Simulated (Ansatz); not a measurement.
The calculation's input:

```
crystal:
  periodic: [false, false, false]
  atoms:
    - {symbol: F, position_ang: [0.275880, -1.098798, -0.237700]}
    - {symbol: Ge, position_ang: [-0.513672, -0.811774, -1.753110]}
    - {symbol: O, position_ang: [-1.917288, 0.180255, -1.462733]}
    - {symbol: O, position_ang: [0.605056, 0.007337, -2.809679]}
    - {symbol: O, position_ang: [-0.979601, -2.349954, -2.428193]}
    - {symbol: H, position_ang: [-1.700298, 1.041817, -1.088512]}
    - {symbol: H, position_ang: [1.401421, -0.505888, -2.988029]}
    - {symbol: H, position_ang: [-1.585693, -2.842714, -1.863155]}
basis:
  gaussian: {orbitals: def2-TZVPD}
hamiltonian: {xc: pbe0}
output: {forces: true, orbitals: {seedname: orbitals}}
```

Command:

```sh
ansatz run input.yaml --threads 2 --pin off --max-ram 5220MiB --events-out events.jsonl --progress --plain --runs-dir runs
```

Geometry: PBE0-D4/def2-SVP.

The calculation used isolated molecule in a Gaussian basis; Kohn-Sham density functional theory, functional PBE0 in Ansatz.

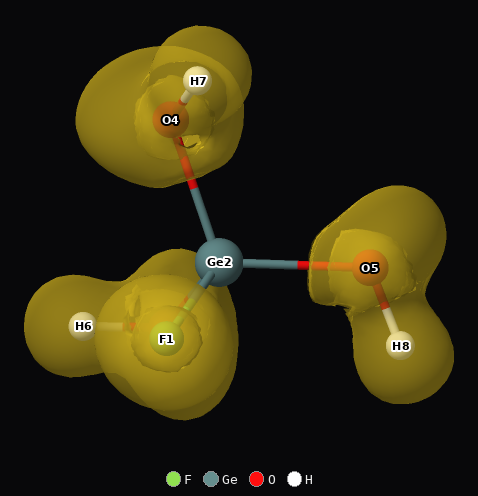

FGeH3O3. Isosurface of the ELF at 0.75 (yellow), seen at an oblique angle. Only the valence region is drawn (cores and ρ < 0.01 e/Å³ removed).

Where are the electrons localised?

Answer. The ELF exceeds this value in one region wrapped around F (its valence shell) and three joined regions spread over several atoms (H, O), in which their bonds and any lone pairs are merged.

Values along the shortest contacts:
Ge–F (1.73 Å): the ELF peaks at about 0.80 in the valence shell of F, 0.6 Å from its nucleus, and is about 0.25 at the midpoint. Ge–O (1.74 Å): the ELF peaks at about 0.85 in the valence shell of O, 0.6 Å from its nucleus, and is about 0.35 at the midpoint.
